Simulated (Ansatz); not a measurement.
## Electronic structure of ClH$_{2}$O$_{3}$Ta in real space

Input

```
basis:
  gaussian:
    orbitals: def2-TZVPD
crystal:
  periodic: [false, false, false]
  atoms:
    - {symbol: Cl, position_ang: [-2.176837, 1.170808, 0.864827]}
    - {symbol: O, position_ang: [-0.706276, -1.661114, 0.045017]}
    - {symbol: O, position_ang: [1.164183, 0.202026, 1.273940]}
    - {symbol: O, position_ang: [0.180444, 0.536811, -1.647064]}
    - {symbol: Ta, position_ang: [-0.311719, 0.007153, 0.103316]}
    - {symbol: H, position_ang: [1.680153, -0.408513, 1.808347]}
    - {symbol: H, position_ang: [0.231251, 0.084729, -2.494182]}
hamiltonian:
  xc: pbe0
output: {forces: true, orbitals: {seedname: orbitals}}
```

Command:

```sh
ansatz run input.yaml --threads 2 --pin off --max-ram 5220MiB --events-out events.jsonl --progress --plain --runs-dir runs
```

Geometry: PBE0-D4/def2-SVP; core potentials replace the inner electrons of Ta.

Method: isolated molecule in a Gaussian basis; Kohn-Sham density functional theory, functional PBE0 (Ansatz 0.2.0).

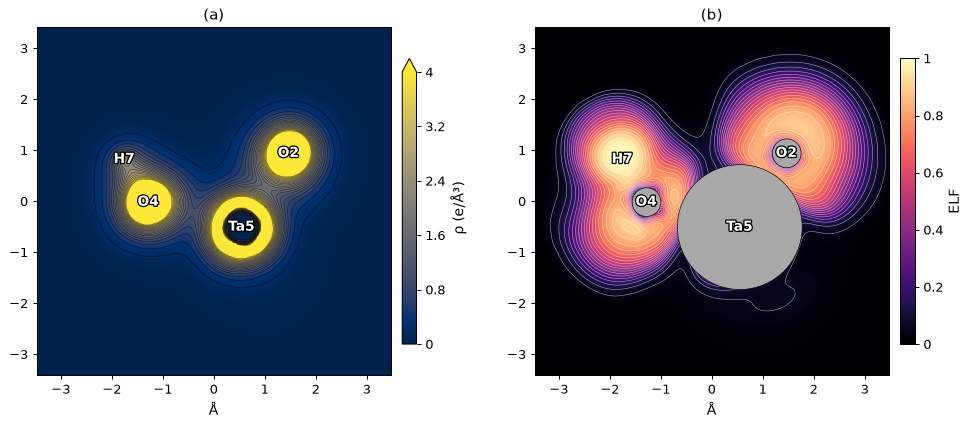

Figure 1. (a) electron density; (b) electron localisation function on the plane of atoms Ta5, O4 and H7. Grey discs cover the atomic cores in the ELF map.

Q: Interpret the plot.

A:
- The section cuts through O, Ta and H sites.
- Ta–O (1.72 Å): the density is about 1.7 e/Å³ at the midpoint; the ELF peaks at about 0.80 in the valence shell of O, 0.5 Å from its nucleus, and drops to about 0.40 between the two atoms.
- O–H (0.96 Å): the density is about 3.8 e/Å³ at the midpoint; the ELF climbs to about 1 towards the hydrogen, as it does in any bond to H (an ordinary covalent bond to hydrogen).
- Ta–O (1.89 Å): the density is about 1 e/Å³ at the midpoint; the ELF peaks at about 0.85 in the valence shell of O, 0.6 Å from its nucleus, and drops to about 0.25 between the two atoms.

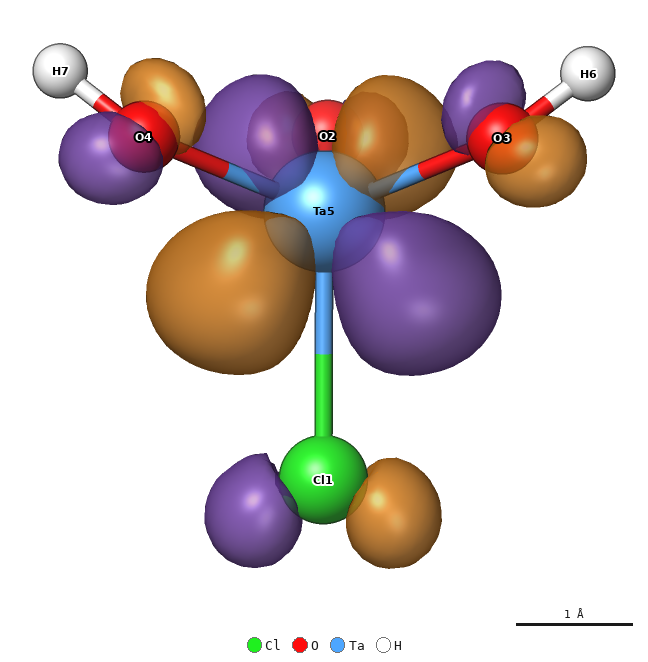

Figure 2. The LUMO at ±0.15 Å⁻³ᐟ² (orange and purple are the two phases), seen at a tilt.

Q: Describe this orbital and give its energy.

A: It lies mainly on Ta5 (about 65 %), Cl1 (about 15 %), O3 (about 5 %) and O4 (about 5 %). Its energy is −1.16 eV.

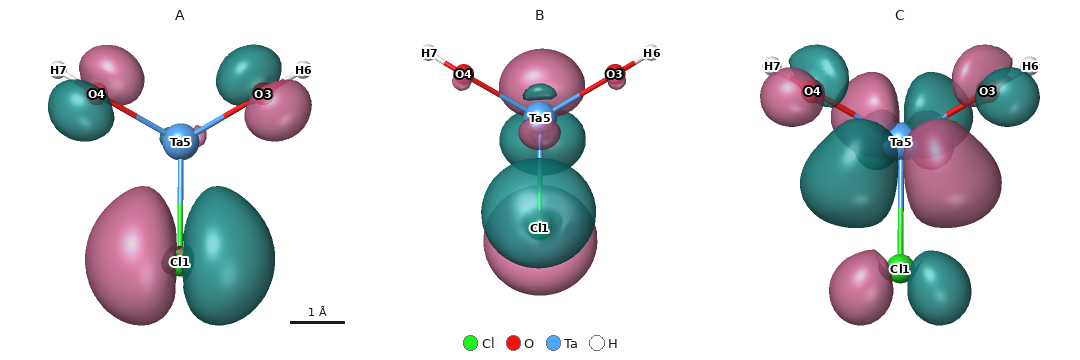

Figure 3. Three frontier orbitals at ±0.1 Å⁻³ᐟ² (teal and pink are the two phases), in no order.

Q: Which picture is the HOMO−1, the HOMO and the LUMO?

A: A is the HOMO−1 (−9.49 eV). Its weight (Hirshfeld) is mainly on Cl1 (about 75 %), O3 (about 10 %) and O4 (about 10 %); largely a lone pair of Cl1. B is the HOMO (−9.14 eV). Its weight (Hirshfeld) is mainly on Cl1 (about 60 %), O2 (about 30 %) and Ta5 (about 10 %). C is the LUMO (−1.16 eV). Its weight (Hirshfeld) is mainly on Ta5 (about 65 %), Cl1 (about 15 %), O3 (about 5 %) and O4 (about 5 %).

Q: What is the HOMO–LUMO gap?

A: 7.98 eV between the orbital energies.
